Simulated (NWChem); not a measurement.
# doublet CH2BrF+: levels of theory compared

Wanted: a comparison of 3 runs (UBLYP/cc-pVDZ, UPBE/cc-pVDZ, UCCSD(T)/cc-pVDZ) of doublet CH2BrF+. 

Program for the calculation: NWChem 7.3.0.

1 further run of the same task is left out (it didn't finish).

## 1. The structure to begin with

CH2BrF+: 5 atoms, total charge +1, spin state doublet. SMILES of the parent species: `FCBr`. The shape is that of a PBE0-D4/def2-TZVP optimisation. That shape belongs to the parent species and isn't relaxed for this state.

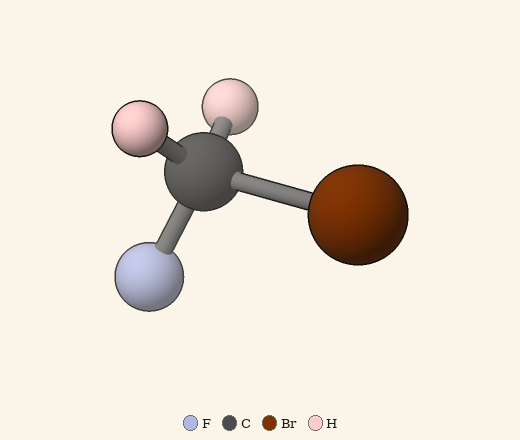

Viewed from a chosen angle; fluorine light blue, carbon dark grey, bromine brown, hydrogen pink.

## 2. A single-point energy at UBLYP/cc-pVDZ (run 1)

mymol.nw

```
start mymol
title "CH2BrF BLYP"
memory 2200 mb
charge 1
geometry units angstrom noautosym nocenter noautoz
  F        0.686900       1.170700       0.163000
  C        0.150000      -0.066700       0.076600
  Br      -1.544900      -0.012500      -0.855200
  H        0.807700      -0.713600      -0.500400
  H       -0.049700      -0.451500       1.074600
end
basis spherical bse
  * library cc-pVDZ
end
dft
  xc becke88 lyp
  mult 2
  grid xfine
  convergence energy 1e-08
  maxiter 100
  mulliken
  print medium
end
task dft energy
```

On the command line:

```console
$ nwchem mymol.nw > mymol.out
```

What it wrote:

```text
[...]
          Wavefunction type:  spin polarized.
          No. of atoms     :     5
          No. of electrons :    51
[...]
          Charge           :     1
          Spin multiplicity:     2
[...]
          AO basis - number of functions:    65
[...]
              XC Information
              --------------
                    Becke 1988 Exchange Functional  1.000
              Lee-Yang-Parr Correlation Functional  1.000
[...]
 d= 0,ls=0.0,diis     1  -2712.4558456577 -2.88D+03  2.42D-02  9.13D-01    18.7
[...]
 d= 0,ls=0.0,diis    13  -2712.8796845985 -9.26D-09  1.83D-07  2.69D-10   148.5
[...]
         Total DFT energy =    -2712.879684598538
      One electron energy =    -4087.221461010987
           Coulomb energy =     1316.306326803168
    Exchange-Corr. energy =     -107.564512501486
 Nuclear repulsion energy =      165.599962110767
[...]
      Total Density - Mulliken Population Analysis
     ---------------------------------------------
    Atom       Charge   Shell Charges
 -----------   ------   -------------------------------------------------------
    1 F    9     9.03   2.01  0.92  0.99  3.31  1.80  0.01
    2 C    6     5.86   2.01  0.72  0.41  1.99  0.60  0.12
    3 Br  35    34.46   2.00  2.00  2.03  1.19  0.75  6.00  6.01  2.62  1.82  9.94  0.10
    4 H    1     0.82   0.71  0.09  0.03
    5 H    1     0.82   0.71  0.09  0.03
[...]
      <S2> =      0.7510 (Exact =     0.7500)
[...]
```

Wall time 2.5 min (1 thread of Intel Xeon Platinum 8175M at 2.50GHz (Skylake/Cascade Lake), shared host); peak memory 0.13 GiB.

## 3. A single-point energy at UPBE/cc-pVDZ (run 2)

ch2brf.nw

```
start ch2brf
title "CH2BrF"
memory 2200 mb
charge 1

geometry units angstroms noautosym nocenter noautoz
 F        0.686900       1.170700       0.163000
 C        0.150000      -0.066700       0.076600
 Br      -1.544900      -0.012500      -0.855200
 H        0.807700      -0.713600      -0.500400
 H       -0.049700      -0.451500       1.074600
end

basis spherical bse
 * library cc-pVDZ
end

dft
 xc xpbe96 cpbe96
 mult 2
 grid xfine
 convergence energy 1e-08
 maxiter 100
 mulliken
 print medium
end

task dft energy
```

On the command line:

```console
$ nwchem ch2brf.nw > ch2brf.out
```

What it wrote:

```text
[...]
          Wavefunction type:  spin polarized.
          No. of atoms     :     5
          No. of electrons :    51
[...]
          Charge           :     1
          Spin multiplicity:     2
[...]
          AO basis - number of functions:    65
[...]
              XC Information
              --------------
          PerdewBurkeErnzerhof Exchange Functional  1.000
            Perdew 1991 LDA Correlation Functional  1.000 local
           PerdewBurkeErnz. Correlation Functional  1.000 non-local
[...]
 d= 0,ls=0.0,diis     1  -2711.9264615005 -2.88D+03  2.37D-02  9.06D-01    17.9
[...]
 d= 0,ls=0.0,diis    13  -2712.3476233820 -9.32D-09  1.63D-07  2.23D-10   151.6
[...]
         Total DFT energy =    -2712.347623381977
      One electron energy =    -4087.266445140696
           Coulomb energy =     1316.345149297736
    Exchange-Corr. energy =     -107.026289649784
 Nuclear repulsion energy =      165.599962110767
[...]
      Total Density - Mulliken Population Analysis
     ---------------------------------------------
    Atom       Charge   Shell Charges
 -----------   ------   -------------------------------------------------------
    1 F    9     9.03   2.01  0.91  0.99  3.30  1.81  0.01
    2 C    6     5.90   2.01  0.72  0.44  1.97  0.63  0.12
    3 Br  35    34.46   2.00  2.00  2.03  1.18  0.77  6.00  6.01  2.62  1.81  9.94  0.10
    4 H    1     0.81   0.70  0.07  0.03
    5 H    1     0.81   0.70  0.07  0.03
[...]
      <S2> =      0.7512 (Exact =     0.7500)
[...]
```

It took 2.5 min on 1 thread of Intel Xeon Platinum 8175M at 2.50GHz (Skylake/Cascade Lake), shared host; peak memory 0.12 GiB.

## 4. A single-point energy at UCCSD(T)/cc-pVDZ (run 3)

run.xyz

```xyz
5
CH2BrF ccsd(t)
F      0.686900     1.170700     0.163000
C      0.150000    -0.066700     0.076600
Br    -1.544900    -0.012500    -0.855200
H      0.807700    -0.713600    -0.500400
H     -0.049700    -0.451500     1.074600
```

run.py

```python
from ase.io import read
from ase.calculators.nwchem import NWChem

molecule = read('run.xyz')

calc = NWChem(
    label='run',
    theory='tce',
    memory='2200 mb',
    basis='cc-pVDZ',
    basispar='spherical bse',
    charge=1,
    scf={'nopen': '1', 'uhf': None, 'thresh': '1e-08', 'maxiter': '80'},
    tce={'scf': None, 'ccsd(t)': None, 'freeze': 'core 11', 'maxiter': '60'},
    task='energy',
)
molecule.calc = calc

print("Total energy (eV):", round(molecule.get_potential_energy(), 6))
```

On the command line:

```console
$ export ASE_NWCHEM_COMMAND="nwchem PREFIX.nwi > PREFIX.nwo"
$ python run.py
```

What it wrote:

```text
Total energy (eV): -73768.579962
```

The calculator wrote run.nwi:

```
title "run"

permanent_dir run

scratch_dir run

start run

geometry units angstrom nocenter noautosym noautoz
  F  6.8689999999999996e-01 1.1707000000000001e+00 1.6300000000000001e-01
  C  1.4999999999999999e-01 -6.6699999999999995e-02 7.6600000000000001e-02
  Br -1.5448999999999999e+00 -1.2500000000000001e-02 -8.5519999999999996e-01
  H  8.0769999999999997e-01 -7.1360000000000001e-01 -5.0039999999999996e-01
  H  -4.9700000000000001e-02 -4.5150000000000001e-01 1.0746000000000000e+00
end

charge 1

memory 2200 mb

basis spherical bse noprint
   * library cc-pVDZ
end

scf
  nopen 1
  uhf
  thresh 1e-08
  maxiter 80
end
tce
  scf
  ccsd(t)
  freeze core 11
  maxiter 60
end

task tce energy
```

run.nwo:

```text
Northwest Computational Chemistry Package (NWChem) 7.3.0
             --------------------------------------------------------

           Job information
           ---------------

    nwchem branch   = 7.3.0
    use scalapack   = T
    input           = run.nwi
    prefix          = run.
    data base       = run/run.db
    status          = startup
    nproc           =        1

           Memory information
           ------------------

    heap     =     72089596 doubles =      550.0 Mbytes
    stack    =     72089601 doubles =      550.0 Mbytes
    global   =    144179200 doubles =     1100.0 Mbytes (distinct from heap & stack)
    total    =    288358397 doubles =     2200.0 Mbytes
    verify   = yes
    hardfail = no

[... 121 lines left out ...]
 1-e energy   =   -4023.103707
[... 9 lines left out ...]
 Convergence threshold     :          1.000E-08
[... 20 lines left out ...]
         Total SCF energy =  -2710.475853612158
[... 2 lines left out ...]
 Nuclear repulsion energy =    165.599962110767
[... 89 lines left out ...]
                    UHF Final Alpha Molecular Orbital Analysis
[... 617 lines left out ...]
 CCSD total energy / hartree       =     -2710.934302152986675
[... 1 line left out ...]
 Singles contributions

 Doubles contributions
 CCSD(T)
 Using plain CCSD(T) code
             total no. of tasks           20
 total no. of tasks / no. procs           20
                         wl_min     21952000          16.7
                         wl_max     27000000          17.3
        thresh for no. of tasks           20

 CCSD[T]  correction energy / hartree =        -0.012160375762044
 CCSD[T] correlation energy / hartree =        -0.470608916591006
 CCSD[T] total energy / hartree       =     -2710.946462528748725
 CCSD(T)  correction energy / hartree =        -0.011031373410000
 CCSD(T) correlation energy / hartree =        -0.469479914238962
 CCSD(T) total energy / hartree       =     -2710.945333526396553

 Task  times  cpu:      387.4s     wall:      387.4s
 Total times  cpu:      387.4s     wall:      387.4s
```

Run time: 6.5 min. Hardware: 1 thread of Intel Xeon Platinum 8175M at 2.50GHz (Skylake/Cascade Lake), shared host; peak memory 0.82 GiB.

## 5. All runs side by side

| run | level | integration grid | iteration cap | energy (Eh) | HOMO energy (eV) | LUMO energy (eV) | ⟨S²⟩ | wall time |
| --- | --- | --- | --- | --- | --- | --- | --- | --- |
| 1 | UBLYP/cc-pVDZ | xfine | 100 | -2712.879685 | -14.53 | -14.20 | 0.751 | 2.5 min |
| 2 | UPBE/cc-pVDZ | xfine | 100 | -2712.347623 | -14.71 | -14.29 | 0.751 | 2.5 min |
| 3 | UCCSD(T)/cc-pVDZ | – | 80 | -2710.945334 | -19.81 | -8.99 | 0.758 | 6.5 min |

## 6. Summary of results

| quantity | value |
| --- | --- |
| run 3: total energy | -2710.94533 Eh |
| run 3: HOMO energy (Hartree–Fock orbitals) (highest over α and β) | -19.81 eV |
| run 3: LUMO energy (Hartree–Fock orbitals) (lowest over α and β) | -8.99 eV |
| run 3: correlation energy (11 core orbitals frozen) | -469.5 mEh |
| run 3: (T) correction | -11.03 mEh |
| run 3: ⟨S²⟩ of the reference determinant | 0.758 |

In words: Totals of different functionals can't be ranked against each other. All runs together took 12 min, the longest 6.5 min.
